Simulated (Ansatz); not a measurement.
Ga4As3N

Input file:

```
crystal:
  lattice:
    - [5.9662916504, 0.0, 0.0]
    - [0.0, 3.6535772507, 0.0]
    - [0.0, 0.0, 6.3281814276]
  atoms:
    - { symbol: "N", position: [0.0, 0.0, 0.3333333333] }
    - { symbol: As, position: [0.0, 0.5, 0.8333333333] }
    - { symbol: As, position: [0.5, 0.5, 0.1666666667] }
    - { symbol: As, position: [0.5, 0.0, 0.6666666667] }
    - { symbol: Ga, position: [0.375, 0.0, 0.3333333333] }
    - { symbol: Ga, position: [0.375, 0.5, 0.8333333333] }
    - { symbol: Ga, position: [0.875, 0.5, 0.1666666667] }
    - { symbol: Ga, position: [0.875, 0.0, 0.6666666667] }
kpoints:
  mp_grid: { grid: [4, 6, 4] }
hamiltonian:
  xc: pbe
scf:
  occupations: { method: fermi_dirac, width: 0.02 }
relax:
  f_tol: 0.005
  cell: {}
output:
  write_density: true
  write_potential: true
  elf: true
  volumetric_format: npy
```

Command:

```sh
ansatz run input.yaml --threads 2 --pin off --max-ram 29491MiB --backend cpu --events-out ev --progress --plain --runs-dir out
```

Below, planes, directions and counts refer to the conventional cell (a = 6.31 Å, b = 3.84 Å, c = 6.70 Å, α = 90.00°, β = 90.36°, γ = 90.00°).

The fields are those of the run's last geometry, not of the input's.

Space group Pm; started from the ordered alloy on wurtzite lattice prototype, which need not be the ambient phase.

The calculation used DFT, PBE, plane waves, PAW in Ansatz.

> Predict the valence pseudo-density and electron localisation function between the atoms.

Ga–N (2.00 Å): ρ is about 0.7 e/Å³ halfway; the ELF peaks at about 0.85 in the valence shell of N, 0.7 Å from its nucleus, and is about 0.50 at the midpoint.
Ga–As (2.45 Å): ρ at the midpoint is about 0.51 e/Å³, with its minimum of 0.45 e/Å³ about 1.1 Å from Ga; the ELF peaks at about 0.80 between the atoms (a covalent bond).

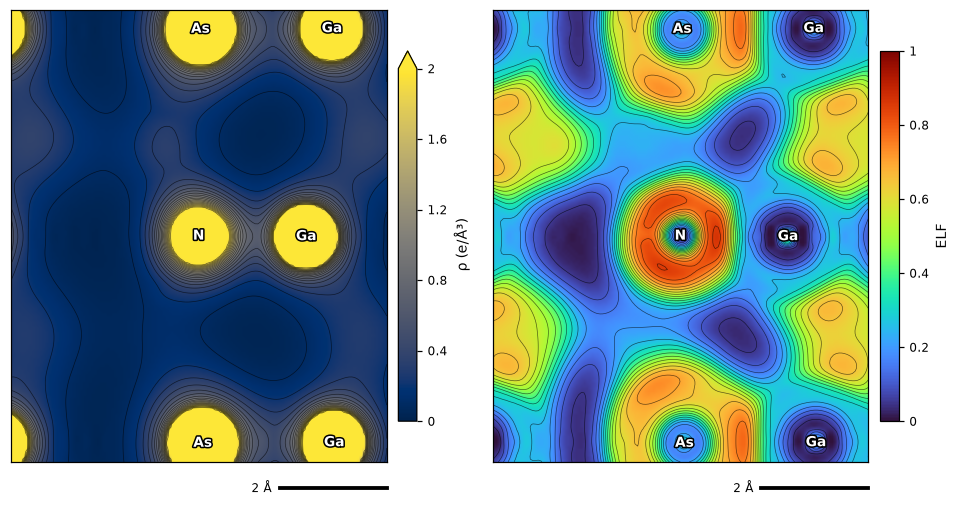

Computed valence pseudo-density and electron localisation function on the (011̄) plane of the conventional cell, in this order. 
